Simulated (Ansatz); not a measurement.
**What a change does: single-point calculation on Si2H4O2F2**

System: Si2H4O2F2.
Method of run 1: RKS PBE0-D4/def2-TZVPP (Ansatz 0.2.0).

The geometry comes from this level: PBE0-D4/def2-TZVP. Text and figures count atoms from 1; the logs count them from 0 in places.

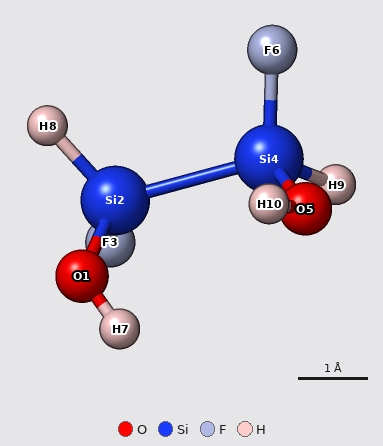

Figure 1. The input geometry (ball-and-stick view, seen at a tilt; atoms are numbered from 1 in the order of the input).

### Input, run 1
```yaml
crystal:
  periodic: [false, false, false]
  atoms:
    - {symbol: O, position_ang: [-1.597385, 0.178147, -1.266288]}
    - {symbol: Si, position_ang: [0.028875, -0.025910, -1.264497]}
    - {symbol: F, position_ang: [0.423310, -1.404535, -1.978703]}
    - {symbol: Si, position_ang: [0.821733, -0.124327, 0.961809]}
    - {symbol: O, position_ang: [-0.413264, 0.151563, 2.003444]}
    - {symbol: F, position_ang: [1.953360, 0.998249, 1.121606]}
    - {symbol: H, position_ang: [-2.132162, -0.409797, -0.729721]}
    - {symbol: H, position_ang: [0.559456, 1.079152, -2.092924]}
    - {symbol: H, position_ang: [1.405116, -1.416336, 1.385312]}
    - {symbol: H, position_ang: [-0.965839, 0.922596, 1.862963]}
basis:
  gaussian: {orbitals: def2-TZVPP}
hamiltonian: {xc: pbe0, dispersion: d4}
output: {orbitals: {seedname: orbitals}}
```

Hardware: 4 CPU threads, shared host.

### Output (run 1)
```
Functional definition: PBE0
  parameter a = 0.25
  parameter kappa = 0.804
  parameter beta = 0.06672455060314922
  exchange = (1 - a)*pbe_x(kappa = kappa, mu = beta*pi^2/3) + a*exact_x
  correlation = pbe_c(beta = beta)
1432 factors; their error is unknown
mean field evaluation 1: about -25333.2823 eV, gradient 8.1e1 eV
mean field evaluation 2: about -25314.2099 eV, gradient 1.3e2 eV
mean field evaluation 4: about -25342.9952 eV, gradient 6.4e0 eV
mean field evaluation 8: about -25343.0488 eV, gradient 2.4e-2 eV
mean field evaluation 16: about -25343.1124 eV, gradient 3.2e-5 eV
mean field -25343.11242578 eV, -931.3422034688 hartree, gradient 3.2e-5 eV, S^2 0.000000; 0 other end points of the search recorded, 0 dependent functions left out
reference -25343.11245747 eV, -931.3422046336 hartree; 33, 33 occupied and 231, 231 virtual orbitals, 1432 factors
Total energy: -25343.30659815 eV, -931.3493391718 hartree
```

For run 2 the input was changed thus:
```diff
-  gaussian: {orbitals: def2-TZVPP}
+  gaussian: {orbitals: def2-SVP}
```

What does this change do to the results?

The total energy of run 2 is 421.8 kcal/mol higher, which measures the change of basis and not a stability. The HOMO goes from −8.04 to −7.90 eV. The LUMO goes from −0.70 to −0.27 eV. The basis functions go from 264 to 112.

### Output (run 2)
```
Functional definition: PBE0
  parameter a = 0.25
  parameter kappa = 0.804
  parameter beta = 0.06672455060314922
  exchange = (1 - a)*pbe_x(kappa = kappa, mu = beta*pi^2/3) + a*exact_x
  correlation = pbe_c(beta = beta)
1049 factors; integrals over basis functions are off by at most 1.1e-3 eV
mean field evaluation 1: about -25316.2869 eV, gradient 7.2e1 eV
mean field evaluation 2: about -25302.0869 eV, gradient 1.1e2 eV
mean field evaluation 4: about -25324.7008 eV, gradient 4.9e0 eV
mean field evaluation 8: about -25324.8213 eV, gradient 1.5e-1 eV
mean field evaluation 16: about -25324.8213 eV, gradient 8.2e-5 eV
mean field -25324.82134729 eV, -930.6700187325 hartree, gradient 8.2e-5 eV, S^2 0.000000; 0 other end points of the search recorded, 0 dependent functions left out
reference -25324.82137298 eV, -930.6700196766 hartree; 33, 33 occupied and 79, 79 virtual orbitals, 1049 factors
Total energy: -25325.01551366 eV, -930.6771542148 hartree
```

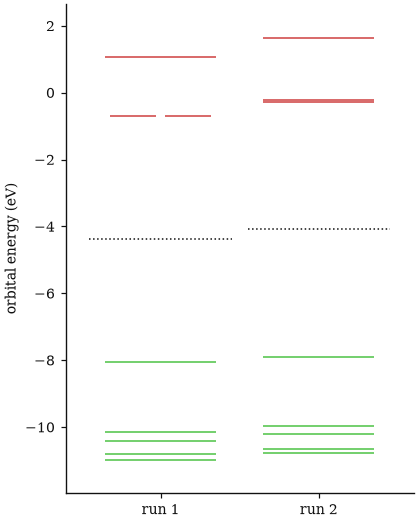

Figure 2. The five highest filled and three lowest empty orbital energies of the two runs; the dotted lines part filled from empty levels. The HOMO–LUMO gap is 7.34 eV in run 1 and 7.63 eV in run 2.

### The two runs side by side

```csv
quantity,run 1,run 2
outcome,converged,converged
total energy (hartree),−931.349339,−930.677154
HOMO (eV),−8.04,−7.90
LUMO (eV),−0.70,−0.27
basis functions,264,112
wall time (shared host),3.4 s,1.4 s
```
